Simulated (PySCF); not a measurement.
**BF₄H₂P, SMILES `F[PH2+][B-](F)(F)F`: what the electrons do**

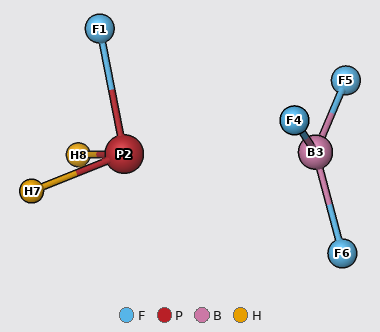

The molecule, with its atoms numbered as below. No frequency check shows the geometry to be a minimum.

Geometry (Å), atoms numbered from 1:

```
F1      -1.9074    0.8349   -0.0012
P2      -1.2498   -0.6387    0.0007
B3       1.1256    0.0888   -0.0007
F4       1.0377    0.7543    1.1340
F5       1.0397    0.7502   -1.1355
F6       1.7454   -1.0733    0.0021
H7      -2.0608   -1.1277    1.0302
H8      -2.0589   -1.1314   -1.0305
```

Part 1: Bonding charge

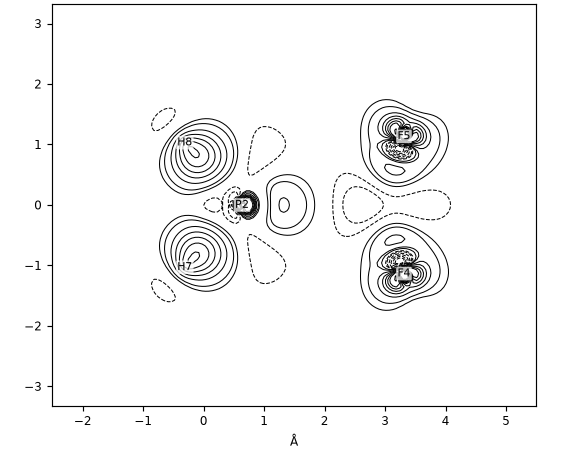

Deformation density (molecule less spherical, spin-averaged free atoms) in the plane of P2, F4, F5, H7 and H8; contours at ±0.05 to ±0.8 e/Å³; solid lines: gain, dashed lines: loss.

PySCF calculation, HF/cc-pVDZ, gas phase; geometry: GFN2-xTB.

**Describe the bonding that the map shows.**

P2–H7 and P2–H8: +0.22 e/Å³ at the bond critical point (bond length 1.40 Å, Mayer order 1.0). In all, 1.9 electrons gather in the regions of gain relative to the promolecule.

**Where do the Hirshfeld charges lie?**

The highest Hirshfeld charge is on P2 (+0.38 e), the lowest on F1 (−0.20 e).

```json
{"atom": "F1", "charge (e)": "−0.20"}
{"atom": "P2", "charge (e)": "+0.38"}
{"atom": "B3", "charge (e)": "+0.37"}
{"atom": "F4", "charge (e)": "−0.18"}
{"atom": "F5", "charge (e)": "−0.18"}
{"atom": "F6", "charge (e)": "−0.19"}
{"atom": "H7", "charge (e)": "+0.01"}
{"atom": "H8", "charge (e)": "+0.01"}
```

Part 2: Local ionisation energy

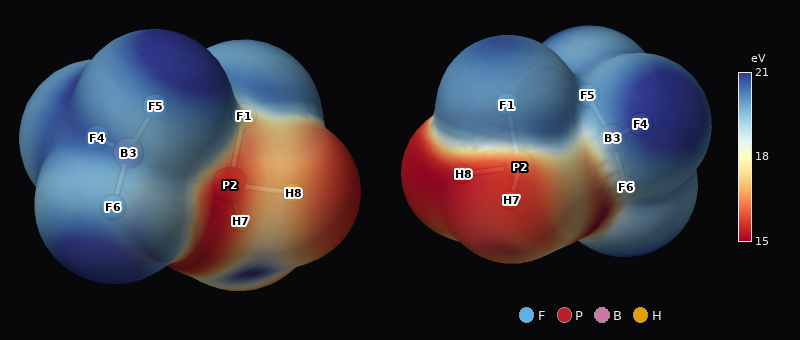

Average local ionisation energy on the surface of electron density 0.001 a.u. (back view left, front view right).

**Locate the minima of the map.**

The lowest value is 15.0 eV, near H7 (1.72 Å) and H8 (1.79 Å), over P2 (2.3 Å). Further minima include 15.2 eV, near P2 (2.15 Å), F6 (2.22 Å) and H8 (2.25 Å); 15.2 eV, over the middle of P2, B3, F4 and F6, about 2.2 Å from them; 19.6 eV, 1.6 Å from F4. For comparison, the highest occupied orbital lies at −12.1 eV.

**What volume does the surface enclose, and what is the dipole moment?**

About 98 Å³; the dipole moment is 3.4 D.

Part 3: Excited states

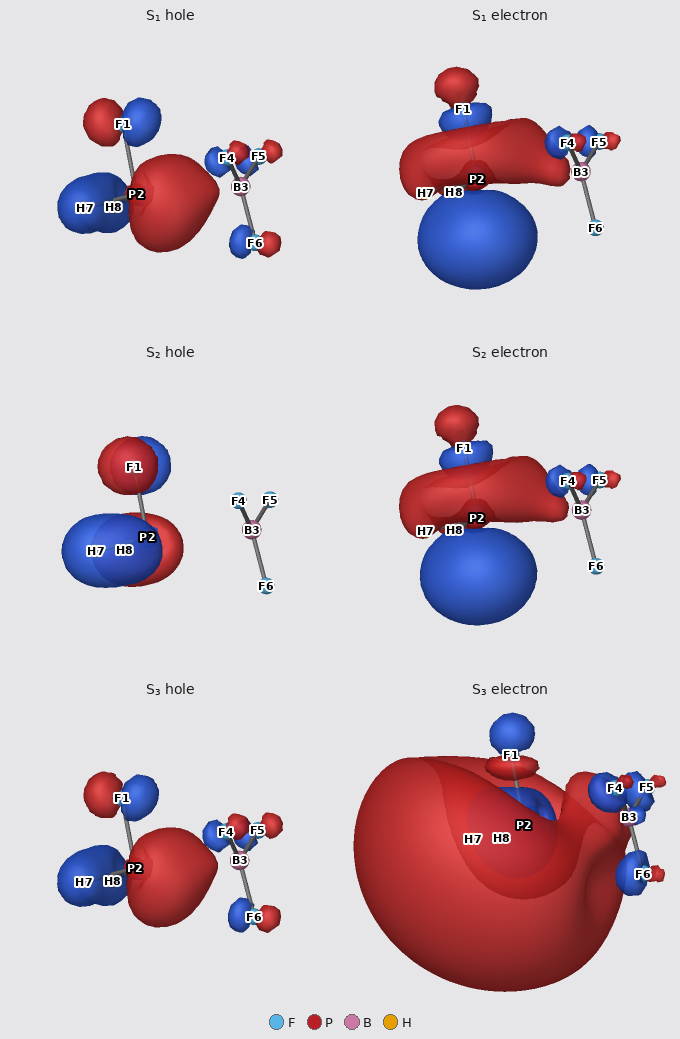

Leading natural transition orbitals (full linear response singlet states).

Computed with PySCF, ωB97X/6-31+G*, geometry: GFN2-xTB.

**Describe these excited states.**

By state:
- S₁: 5.91 eV (210 nm), f = 0.047; the leading pair carries 99 %; hole on P2 (53 %), F1 (16 %) and H7 and H8 (8 % each), electron on P2 (65 %), F1 (14 %) and H7 and H8 (6 % each); their centroids lie 0.4 Å apart.
- S₂: 7.83 eV (158 nm), f = 0.001 (very weak); the leading pair carries 92 %; hole on P2 (34 %), F1 (33 %) and H7 and H8 (16 % each), electron on P2 (64 %), F1 (14 %) and H7 and H8 (7 % each); their centroids lie 0.6 Å apart.
- S₃: 8.23 eV (151 nm), f = 0.189 (bright), partly diffuse acceptor orbital; the leading pair carries 99 %; hole on P2 (56 %), F1 (14 %) and H7 and H8 (7 % each), electron on P2 (50 %), H7 and H8 (16 % each) and B3 (11 %) (atom shares of so diffuse an orbital are rough); their centroids lie 1.5 Å apart.

Part 4: In an electric field

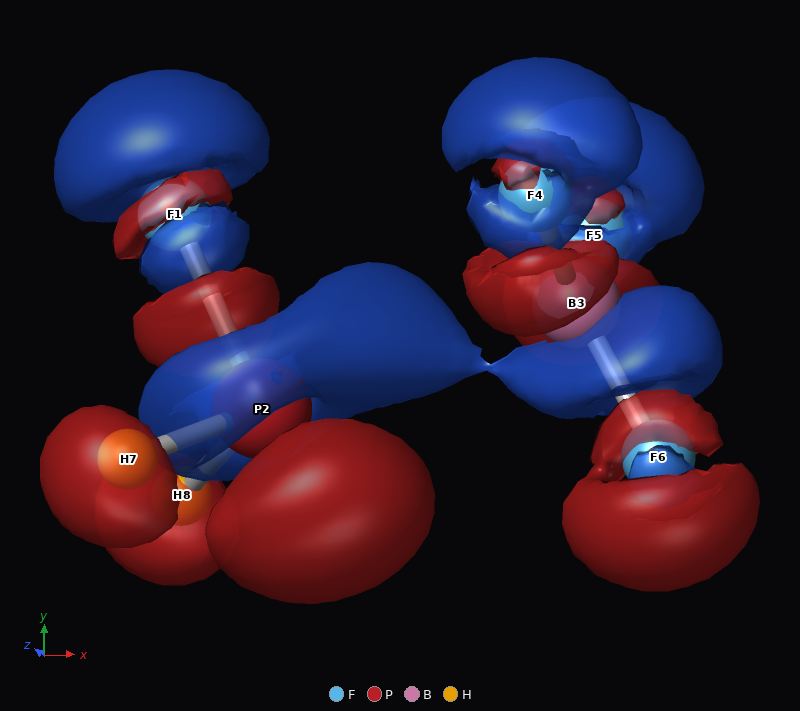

Change of the electron density in a uniform field of 0.10 V/Å, surfaces at ±0.0008 e/Å³ (red: gain, blue: loss).

Method: r2SCAN/6-31+G*; geometry: GFN2-xTB; program: PySCF. The basis has diffuse s and p functions alone, which still leaves polarisabilities too small, most of all across bonds.

**Along which Cartesian direction does the field point?**

Along +y: electrons gather on the −y side, against the field.

**How large is the response?**

The induced dipole is 0.19 D (along the field); α along this axis, from the fields in both directions, is 37 bohr³ (5.5 Å³).

**Which atoms gain and lose the most charge?**

Electrons gather most on F6 (Hirshfeld charge changes by −0.003 e) and leave F1 most (+0.005 e); 0.021 electrons are displaced in all.

Part 5: Localised orbitals

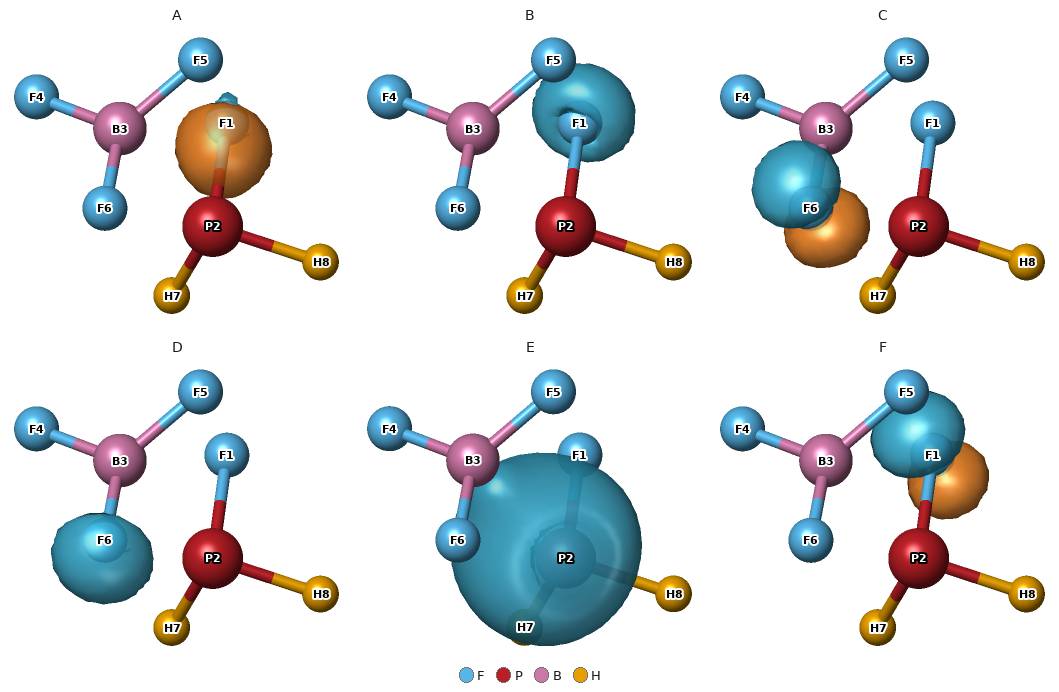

Intrinsic bond orbitals (IBO), occupied; each surface holds about 70 % of the orbital's density. Energies are diagonal elements of the Fock matrix.

PySCF calculation, ωB97X/aug-cc-pVDZ, gas phase; geometry: GFN2-xTB.

**Name the orbitals, with their atomic make-up and energies.**

By panel:
- A: σ bond F1–P2 (F1 78 %, P2 22 %; −26.5 eV)
- B: lone pair on F1 (sp0.4-type) (F1 100 %; −27.4 eV)
- C: lone pair on F6 (p-type) (F6 93 %, B3 6 %; −15.6 eV)
- D: lone pair on F6 (sp1.1-type) (F6 100 %; −23.1 eV)
- E: lone pair on P2 (sp0.8-type) (P2 89 %, B3 10 %; −15.3 eV)
- F: lone pair on F1 (p-type) (F1 99 %; −15.6 eV)

**How do all the valence pairs divide up?**

19 pairs: 13 lone pairs and 6 σ bonds.

The PySCF runs shown took 1.8 s, 13 min, 55 s and 21 s on 1 thread of Arm Neoverse V2, on a shared host.
